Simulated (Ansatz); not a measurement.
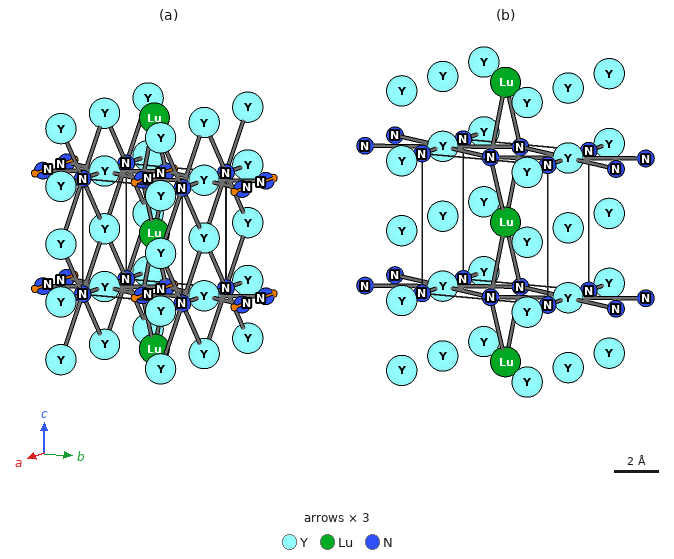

The structure of solid Y2LuN3 (a generated structure, set up in Pmmm) (coarse preliminary run) before (left) and after (right) a relaxation, at one scale. The orange arrows give the displacements (the part carried along by the change of the cell is left out), 3 times their true length.

A ball-and-stick model of the cell of the calculation, seen slightly off an axis.

All numbers below come from DFT PBE, scalar-relativistic, plane waves, PAW (Ansatz).

Input
```yaml
crystal:
  lattice:
    - [4.35112834, 0.0, 0.0]
    - [0.0, 5.10355552, 0.0]
    - [0.0, 0.0, 5.3509656]
  atoms:
    - { symbol: "Y", position: [0.5, 0.0, 0.0] }
    - { symbol: "Y", position: [0.5, 0.0, 0.5] }
    - { symbol: Lu, position: [0.5, 0.5, 0.5] }
    - { symbol: "N", position: [0.22886674, 0.5, 0.0] }
    - { symbol: "N", position: [0.77113326, 0.5, 0.0] }
    - { symbol: "N", position: [0.0, 0.0, 0.0] }
basis:
  ecutwfc: 420
kpoints:
  mp_grid: { grid: [4, 4, 4] }
hamiltonian:
  xc: pbe
scf:
  occupations: { method: gaussian, width: 0.1 }
  lower_state_search: "off"
output:
  forces: true
  stress: true
  eigenvalues: true
relax:
  adjacent_minimum: "off"
  f_tol: 0.04
  max_steps: 70
  cell: { stress_tol: 0.4 }
```

Run as
```bash
ansatz run input.yaml --threads 1 --pin off --max-ram 2560MiB --backend cpu --events-out ev --progress --plain --runs-dir out
```

Q: Describe what moved and what it gained.

A: Over 15 accepted moves (18 points after the start) the energy falls by 6.639 eV per cell of the calculation. Largest force component: 2.4 eV/Å at the start, 0.0048 eV/Å at the end. The pressure goes from −0.56 to 0.06 GPa. The line search rejected the trial step at point 5 of the run. At 2 points the geometry stayed and the basis and grid were re-selected for the new cell (energy shift of 0.318 eV per cell of the calculation at most each time). The largest moves relative to the cell, 0.38 Å, are those of N4 and N5. N4 goes along −a. Y and Lu stay in place. The drawn cell changes as follows: a 4.351 → 4.097 Å (−5.8 %), b 5.104 → 6.423 Å (+25.8 %), c 5.351 → 6.474 Å (+21.0 %); the volume changes by +43.4 %. Near-neighbour distances that change, for instance: N4–N5 1.992 → 1.115 Å, Y1–N4 2.811 → 3.541 Å, Y2–Lu3 2.552 → 3.211 Å, Lu3–N4 2.924 → 3.564 Å. New bonds form, among them: N4–N5 (1.99 → 1.11 Å). The space group stays Pmmm (No. 47).

Limits of the set-up: layers or molecules are held without a dispersion correction, so their spacing is unreliable.
